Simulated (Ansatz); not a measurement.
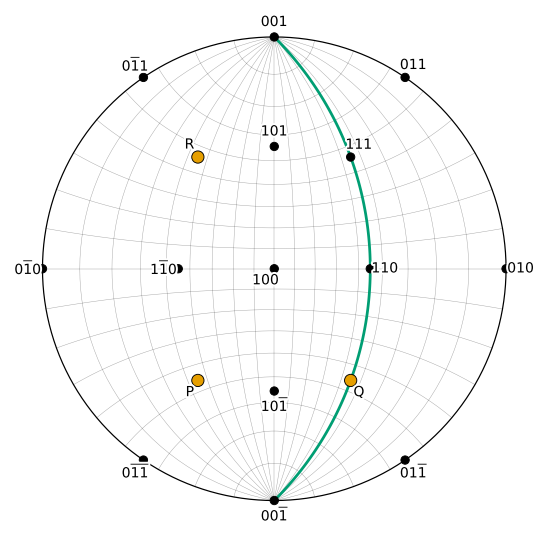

Stereographic projection of plane normals (upper hemisphere) centred on (1 0 0). Crystal: PtF2, the end point of a relaxation with DFT PBE, scalar-relativistic, plane waves, PAW in Ansatz 0.2.0; the starting structure was generated, so it need not be a known form of this composition. All values are computed from the atomic coordinates in the standard setting (tolerance 0.002 Å).

a = 4.089 Å, b = 4.089 Å, c = 2.796 Å, α = 90.00°, β = 90.00°, γ = 90.00°.

Q: Index the poles marked P, Q, R.

A: P is (1 −1 −1), 60.6° from the centre; Q is (1 1 −1), 60.6° from the centre; R is (1 −1 1), 60.6° from the centre.

Q: Which zone does the coloured great circle trace?

A: The zone [1 −1 0]: its poles satisfy h − k = 0.

Q: What is the angle between the normals of (1 0 −1) and (0 0 1), and what are their d_hkl = 1/|g|?

A: 145.6°; d = 2.308 Å and 2.796 Å.
